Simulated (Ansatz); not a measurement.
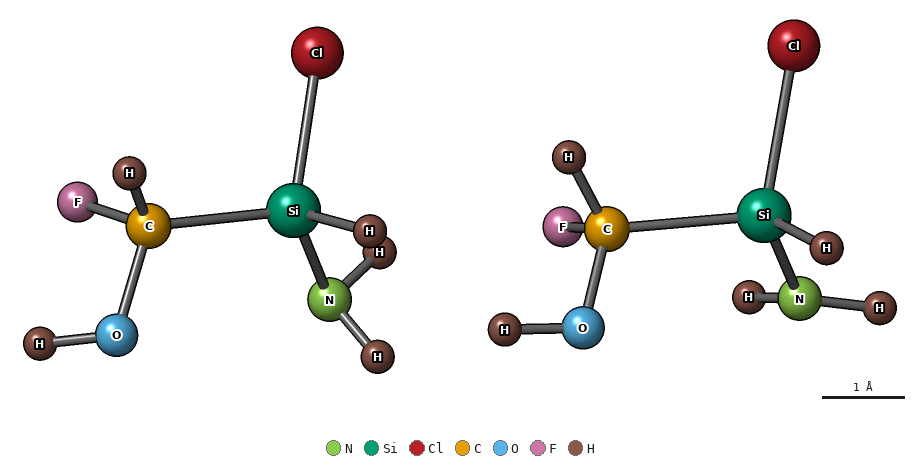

Two geometries of CH5ClFNOSi, drawn at one scale. One is the start of a relaxation, the other its converged end. The picture is a ball-and-stick view, seen at a tilt.

Computed with RKS revPBE/def2-SVP (Ansatz). Set-up: no spin polarisation; force threshold 0.015 eV/Å; at most 40 steps.

### Which geometry has the lower energy?

The right one is the relaxed one. The run prepares an end point of a later path (inversion) calculation, from a guessed geometry. The largest move after the best rigid fit is that of an H atom, 1.24 Å. By element the largest moves are H 1.24 Å, Cl 0.68 Å, F 0.67 Å, C 0.28 Å, Si 0.26 Å, N 0.16 Å. Near-neighbour distances that change, for instance: C–H 1.027 → 1.118 Å, Cl–Si 2.062 → 2.118 Å, C–O 1.428 → 1.387 Å, H–N 1.064 → 1.024 Å. Among the angles between lasting bonds that change: Si–N–H 104.0° → 117.0°, Si–N–H 109.9° → 121.0°, N–Si–C 115.8° → 105.9°. Groups turn about C–O by about 50°, C–Si by about 25°. Over 24 accepted moves (26 points after the start) the energy falls by 90.6 kJ/mol. The largest force component goes from 4 to 0.0084 eV/Å. The line search rejected the trial steps at points 9, 21 of the run.
